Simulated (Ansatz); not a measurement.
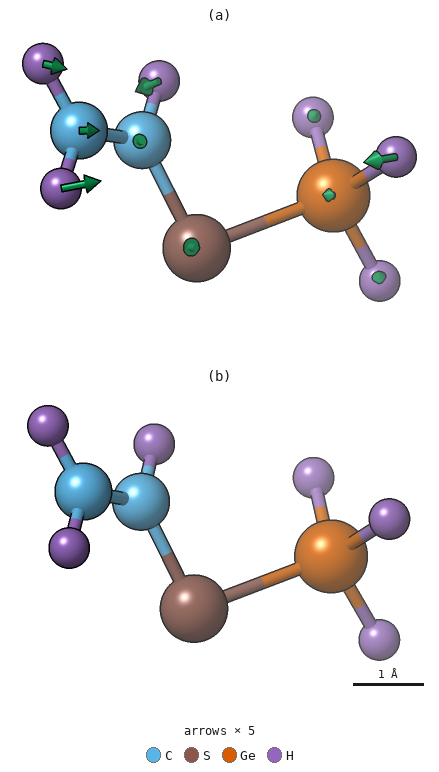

The structure of C2H6GeS before (top) and after (bottom) a relaxation, at one scale. The green arrows give the displacements, magnified 5 times.

The picture is a ball-and-stick view, seen at a tilt.

The start comes from PBE-D4/def2-SVP.

Level of theory: RKS PBE0-D4/def2-TZVP in Ansatz. Set-up: force threshold 0.005 eV/Å; at most 150 steps.

### Describe what moved and what it gained.

Over 12 geometry steps the energy falls by 1.05 kcal/mol. The largest force component goes from 0.53 to 0.0023 eV/Å. The atom that moves furthest after the best rigid fit is an H atom (0.12 Å). By element the largest moves are H 0.12 Å, S 0.08 Å, C 0.06 Å, Ge 0.04 Å. Near-neighbour distances that change, for instance: Ge–S 2.251 → 2.222 Å, C–C 1.346 → 1.327 Å, C–S 1.777 → 1.758 Å, C–H 1.105 → 1.087 Å.
